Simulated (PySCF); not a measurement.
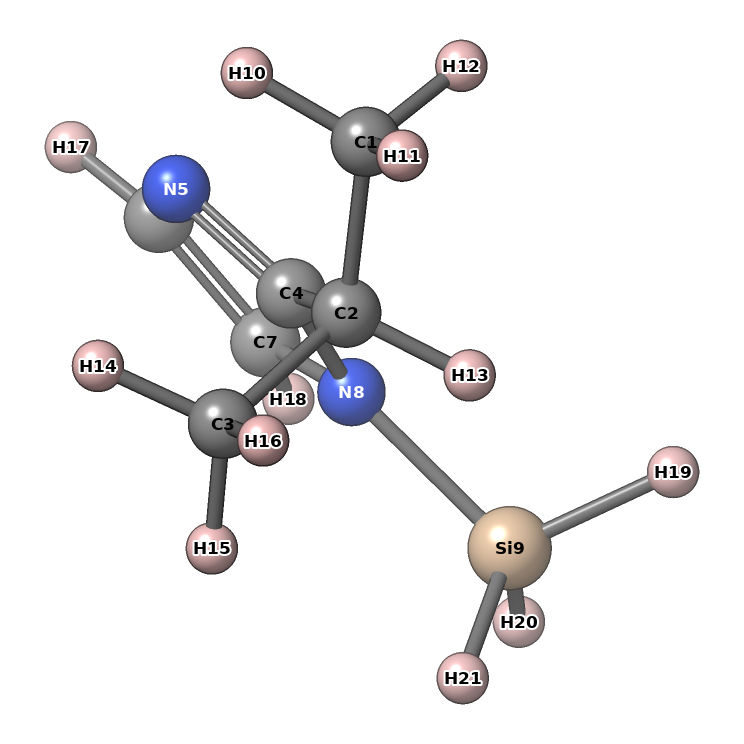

C4 lies behind C2. The molecule seen a little off the C2–C4 bond, C2 in front. Distant atoms are faded towards the background colour. Computed geometry: PBE0-D3(BJ)/def2-SVP optimisation. No frequency run is at hand to confirm it as a minimum.

### What is the torsion angle C1–C2–C4–N8? The sign is positive where the front bond must turn clockwise to cover the back bond.

141°, anticlinal.
